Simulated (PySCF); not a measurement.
| atom | x (Å) | y (Å) | z (Å) |
| --- | --- | --- | --- |
| In | 0.0216 | 0.5705 | -0.0057 |
| C | 2.0875 | -0.0881 | 0.1774 |
| C | 2.4173 | -1.3041 | -0.6820 |
| H | 2.2426 | -0.3141 | 1.2460 |
| H | 2.7480 | 0.7601 | -0.0609 |
| H | 3.4627 | -1.6292 | -0.5417 |
| H | 1.7777 | -2.1671 | -0.4399 |
| H | 2.2899 | -1.1004 | -1.7573 |
| C | -1.0250 | 2.3241 | -0.7464 |
| C | -2.5225 | 2.2868 | -0.4719 |
| H | -0.8171 | 2.3779 | -1.8285 |
| H | -0.5515 | 3.2146 | -0.3012 |
| H | -3.0384 | 3.1644 | -0.8983 |
| H | -2.9973 | 1.3898 | -0.8999 |
| H | -2.7427 | 2.2733 | 0.6071 |
| S | -1.6095 | -1.0407 | 0.7813 |
| C | -0.6131 | -2.4472 | 1.3790 |
| H | -0.3257 | -3.1114 | 0.5514 |
| H | -1.2351 | -3.0207 | 2.0808 |
| H | 0.2932 | -2.1242 | 1.9102 |

Geometry: PBE0-D3(BJ)/def2-SVP; core potentials replace the inner electrons of In.

These are results of PySCF, CAM-B3LYP/def2-SVPD, SCF density, gas phase, scalar-relativistic core potentials on the heavy atoms, not measurements.

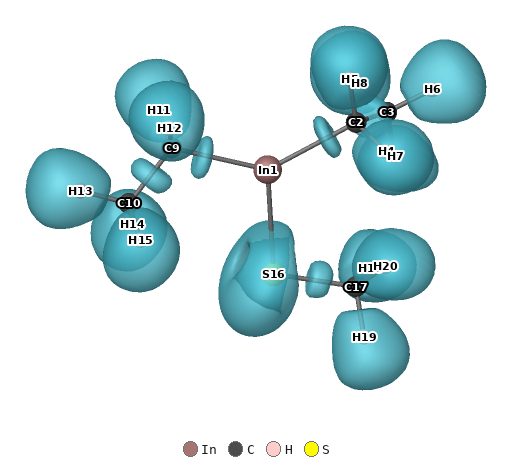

C5H13InS (InEt2(SMe)). Isosurface of the ELF at 0.8 (cyan), seen at a tilt. Core shells and regions of very low density are left out.

### What do the ELF domains correspond to?

The surface consists of two regions between bonded C–C atoms (shared pairs), one region between bonded C–S atoms (shared pairs), 13 regions around hydrogen nuclei, two lobes of the valence shell of C pointing towards In (polar bonds) and one region wrapped around S (its valence shell).

Values along the shortest contacts:
C–C (1.52 Å): the ELF peaks at about 0.95 between the atoms, as expected for a shared electron pair. C–S (1.82 Å): the ELF peaks at about 0.95 between the atoms (a covalent bond).
